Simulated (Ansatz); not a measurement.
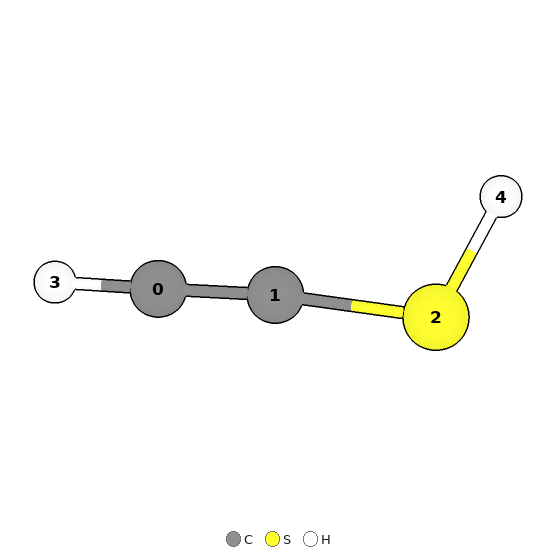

Figure made from data computed with Ansatz.

The picture shows the input geometry. Atoms are numbered from 0, in the order of the input.

Input file:

```yaml
crystal:
  periodic: [false, false, false]
  atoms:
    - {symbol: C, position_ang: [-1.196758, -0.341980, 0.001867]}
    - {symbol: C, position_ang: [0.000682, -0.223683, 0.026135]}
    - {symbol: S, position_ang: [1.678888, -0.197622, 0.083396]}
    - {symbol: H, position_ang: [-2.256772, -0.433404, -0.021842]}
    - {symbol: H, position_ang: [2.030236, 1.085948, -0.117204]}
basis:
  gaussian: {orbitals: def2-TZVPP}
correlation: {method: ccsd_t}
```

Output:

```
Functional definition: HF
  name "HF"
  cite "Fock, Z. Phys. 61, 126 (1930) doi:10.1007/BF01340294"
  parent pbe
  exchange = exact_x
  correlation = 0
778 factors; integrals over basis functions are off by at most 1.0e-3 eV
mean field evaluation 1: about -12906.5569 eV, gradient 2.7e1 eV
mean field evaluation 2: about -12906.5653 eV, gradient 2.7e1 eV
mean field evaluation 4: about -12908.8248 eV, gradient 3.5e0 eV
mean field evaluation 8: about -12908.8777 eV, gradient 3.4e-1 eV
mean field evaluation 16: about -12908.8170 eV, gradient 3.5e0 eV
mean field -12908.87874582 eV, -474.3925439566 hartree, gradient 5.8e-6 eV, S^2 0.000000; 0 other end points of the search recorded, 0 dependent functions left out
7 core orbitals not correlated: weight in the atoms' cores, before any rotation towards them, 1.000 or more for the frozen orbitals, at most 0.000 for the correlated occupied ones
reference -12908.87874582 eV, -474.3925439566 hartree; 8, 8 occupied and 117, 117 virtual orbitals, 778 factors
second order -12.99910573 eV of doubles, -0.00000000 eV of singles
cycle   1  -13.14852983 eV  change   -1.5e-1 eV  update   9.1e-2
cycle   2  -13.55293967 eV  change   -4.0e-1 eV  update   2.8e-2
cycle   3  -13.63644136 eV  change   -8.4e-2 eV  update   1.3e-2
cycle   4  -13.63610616 eV  change    3.4e-4 eV  update   3.9e-3
cycle   5  -13.63816433 eV  change   -2.1e-3 eV  update   1.6e-3
cycle   6  -13.63835652 eV  change   -1.9e-4 eV  update   4.6e-4
cycle   7  -13.63835407 eV  change    2.5e-6 eV  update   1.6e-4
cycle   8  -13.63837994 eV  change   -2.6e-5 eV  update   6.5e-5
cycle   9  -13.63836706 eV  change    1.3e-5 eV  update   2.4e-5
cycle  10  -13.63834846 eV  change    1.9e-5 eV  update   7.9e-6
perturbative correction -0.71807419 eV, -0.0263887398 hartree
Total energy: -12923.23516848 eV, -474.9201327581 hartree
```
